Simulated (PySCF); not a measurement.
**CH₃NOSi (SMILES N#C[SiH2]O): density, localisation and related maps**

The calculation's input:

```
{"job": {"kind": "uv", "xc": "PBE0", "basis": "def2-SVPD", "dynamic": true, "nstates": 6, "ntriplets": 0}, "charge": 0, "multiplicity": 1}
N      2.521343    -0.691549     0.140971
C      1.449878    -0.261414     0.031098
Si    -0.286992     0.407297    -0.115637
O     -1.340310    -0.828471    -0.416014
H     -0.327148     1.316558    -1.282011
H     -0.548287     1.113408     1.167815
H     -1.390719    -1.553605     0.213911
```

Command:

```sh
OMP_NUM_THREADS=1 python probes_run.py task.json out
```

Geometry: PBE0-D3(BJ)/def2-SVP.

Theory: PySCF 2.14.0, PBE0/def2-SVPD, SCF density, gas phase.

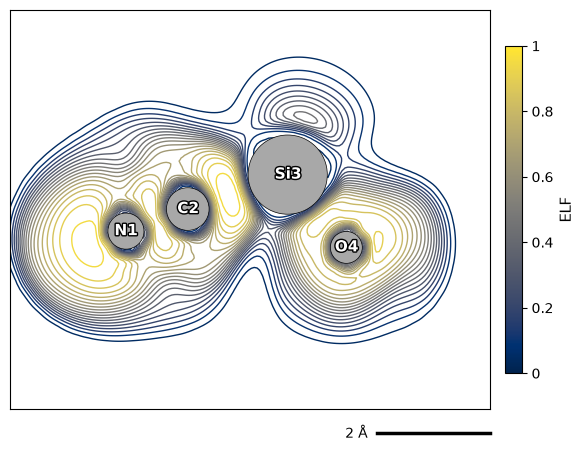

Figure 1. ELF on the plane of atoms C2, Si3 and O4. Grey discs cover the atomic cores.

Interpret the plot.

Answer. The section cuts through N, C, Si and O sites.
C–N (1.16 Å): the ELF peaks at about 0.85 between the atoms (a short, multiple covalent bond).
Si–O (1.65 Å): the ELF peaks at about 0.85 between the atoms (a shared but strongly polarised pair).
C–Si (1.87 Å): the ELF peaks at about 1 between the atoms, as expected for a shared electron pair.
The ELF also peaks beside O4 and N1, away from the bonds: lone-pair regions.

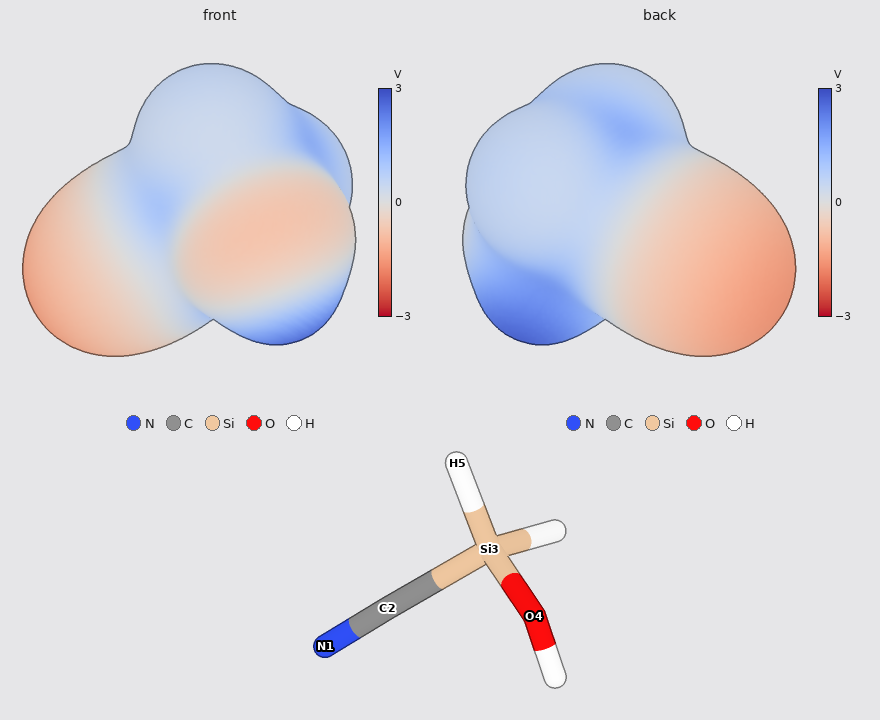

Figure 2. The electrostatic potential painted on the density surface at 0.001 e/bohr³, seen from the front and from behind; red is negative and blue positive. The bare structure is drawn below in the same view.

Where is the surface potential most negative and most positive?

Answer. The most negative region (about −1.5 V) lies over N1, the most positive (about +2.5 V) over H7. N1 is the likeliest acceptor of a hydrogen bond.

What dipole moment does the calculation give?

Answer. Its dipole moment is 3.05 D.
